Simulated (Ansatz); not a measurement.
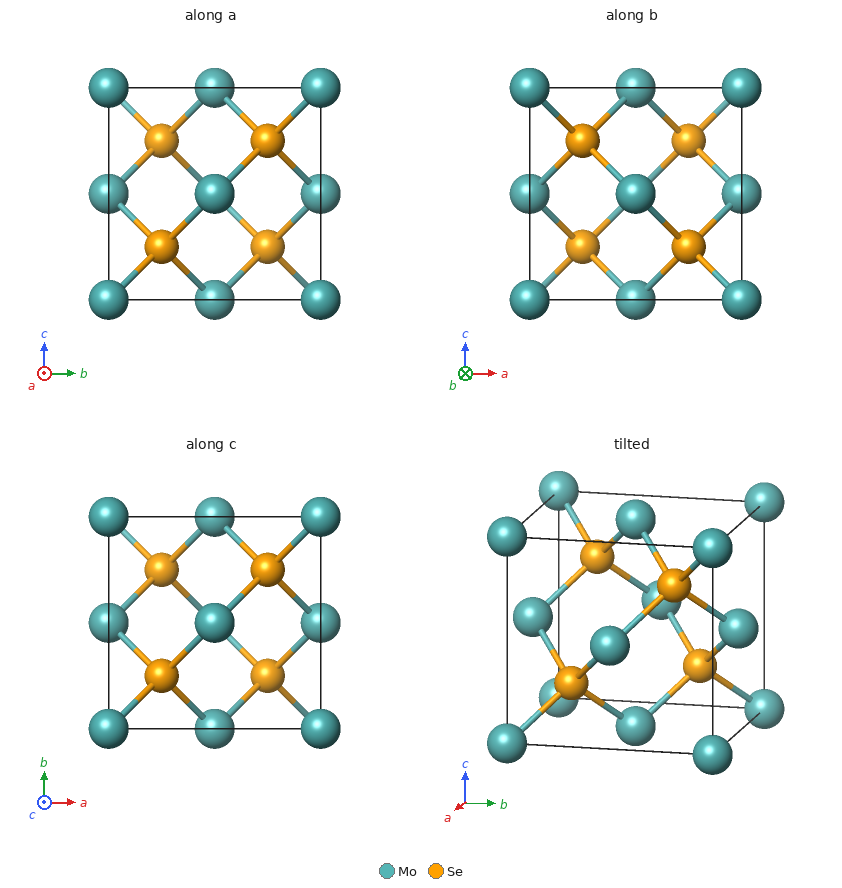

An orthographic ball-and-stick view of the structure, along the a axis, along the b axis, along the c axis and slightly off an axis. The conventional unit cell is outlined; an atom on or near a face, edge or corner is repeated at each equivalent position.

Lattice parameters: a = 5.5864 Å, b = 5.5864 Å, c = 5.5864 Å, α = 90.000°, β = 90.000°, γ = 90.000°.

Q: From the views, write a CIF in P1 with every atom of the cell.

A:
```cif
data_structure
_symmetry_space_group_name_H-M 'P 1'
_symmetry_Int_Tables_number 1
_cell_length_a 5.5864
_cell_length_b 5.5864
_cell_length_c 5.5864
_cell_angle_alpha 90.000
_cell_angle_beta 90.000
_cell_angle_gamma 90.000
_cell_volume 174.34
loop_
_atom_site_label
_atom_site_type_symbol
_atom_site_fract_x
_atom_site_fract_y
_atom_site_fract_z
_atom_site_occupancy
Mo1 Mo 0.0000 0.0000 0.0000 1
Se1 Se 0.2500 0.2500 0.7500 1
Mo2 Mo 0.0000 0.5000 0.5000 1
Se2 Se 0.2500 0.7500 0.2500 1
Mo3 Mo 0.5000 0.0000 0.5000 1
Se3 Se 0.7500 0.2500 0.2500 1
Mo4 Mo 0.5000 0.5000 0.0000 1
Se4 Se 0.7500 0.7500 0.7500 1
```

Provenance: a structure type filled with these elements by a generator (whether the compound takes this form wasn't checked). The cell was then strained or its atoms displaced on purpose. It was run through Ansatz as a DFT input.

At this level of theory the run's own cell isn't at rest (compressed, at 5 GPa), so its distances can differ from those at equilibrium, the more so the softer the solid.
